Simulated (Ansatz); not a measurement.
# F3HSi···Cl (doublet): what the fields show

Input file:

```
crystal:
  periodic: [false, false, false]
  atoms:
    - { symbol: H, position_ang: [-0.6143, -0.3565, -0.0427] }
    - { symbol: Cl, position_ang: [-2.1106, -1.2394, 0.0564] }
    - { symbol: Si, position_ang: [1.0119, 0.5864, 0.0185] }
    - { symbol: F, position_ang: [0.2272, 0.8335, 1.3889] }
    - { symbol: F, position_ang: [0.1579, 1.1407, -1.2134] }
    - { symbol: F, position_ang: [1.3278, -0.9647, -0.2077] }
magnetization:
  spin_polarized: true
  initial_magnetization: 1
basis:
  gaussian: { orbitals: def2-SVP }
hamiltonian:
  xc: cam_b3lyp
  dispersion: d4
relax:
  f_tol: 0.15
  max_steps: 25
  restrain:
    - { distance: [0, 2], at: 1.42, k: 30.0 }
    - { distance: [1, 0], at: 2.63, k: 30.0 }
output:
  orbitals: {}
```

Command:

```sh
ansatz run input.yaml --threads 4 --pin off --max-ram 5120MiB --backend cpu --events-out ev --progress --plain --runs-dir out
```

The fields are those of the run's last geometry, not of the input's.

Not at a stationary point (largest force 0.6 eV/Å).

Theory: UKS CAM-B3LYP-D4/def2-SVP (Ansatz 0.2.0).

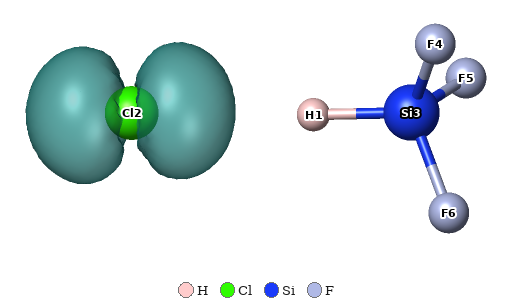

Figure 1. Isosurface of the spin density at +0.03 e/Å³ (teal), seen at a tilt.

Q: Where is the unpaired spin?

A: The unpaired spin (1 electron) lies mostly on Cl2 (about 1.0), in electrons by Hirshfeld's partition.

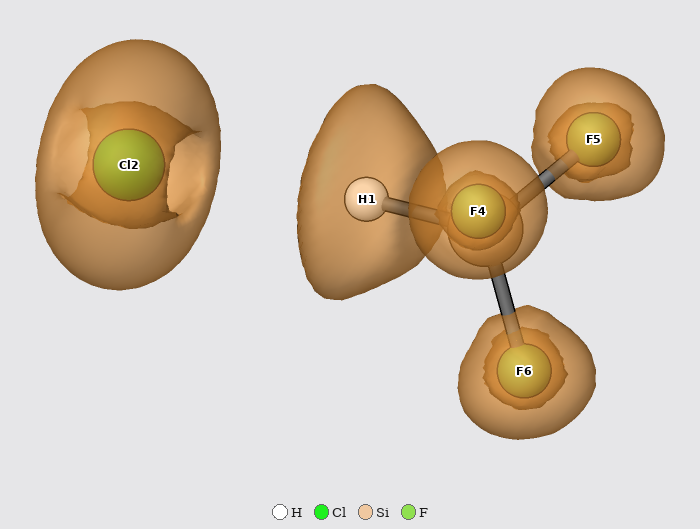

Figure 2. Isosurface of the ELF at 0.8 (orange), seen at a tilt. Only the valence region is drawn (cores and ρ < 0.01 e/Å³ removed).

Q: Identify the bonds, lone pairs and shells in this picture.

A: At this value the surface marks out one region around a hydrogen nucleus, one region wrapped around Cl (its valence shell) and three regions wrapped around F (the valence shell of each). Along the contacts the grid gives the following. Cl2···H1 (2.63 Å): the ELF dips to about 0.05 between them (a non-bonded, intermolecular contact). Si–F (1.59 Å): the ELF peaks at about 0.85 in the valence shell of F, 0.6 Å from its nucleus, and is about 0.45 at the midpoint.

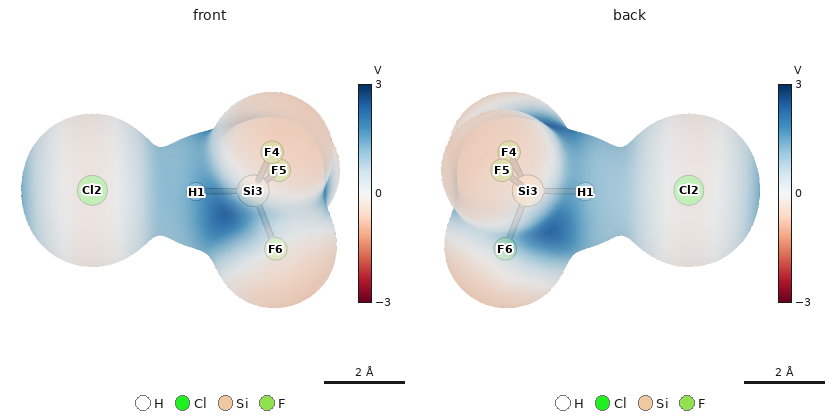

Figure 3. The molecular electrostatic potential painted on the density surface at 0.002 e/bohr³, seen from the front and from behind; the colour scale runs from red (negative) to blue (positive).

Q: Which sites attract a positive test charge, and which a negative one?

A: A positive charge is drawn to the negative regions and a negative charge to the positive ones. The most negative region (about −0.6 V, or −14 kcal/mol for a unit charge) lies over F4, F5 and F6, the most positive (about +2.4 V, or +55 kcal/mol for a unit charge) over Si3.

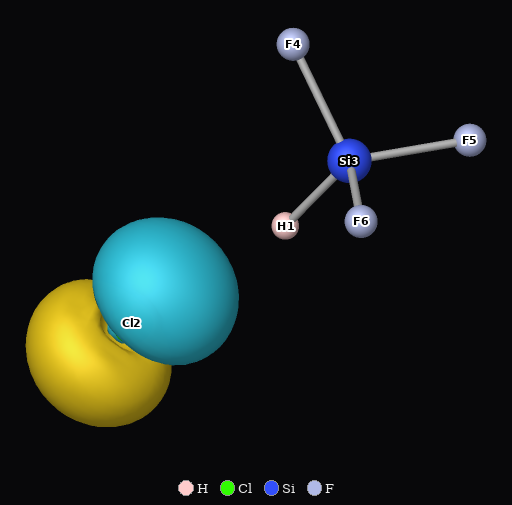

Figure 4. The LUMO (β) at ±0.2 Å⁻³ᐟ² (yellow and cyan are the two phases), seen at an oblique angle.

Q: Where does this orbital lie, and at what energy?

A: By Hirshfeld shares it lies mainly on Cl2 (about 95 %). Its energy is −4.90 eV.
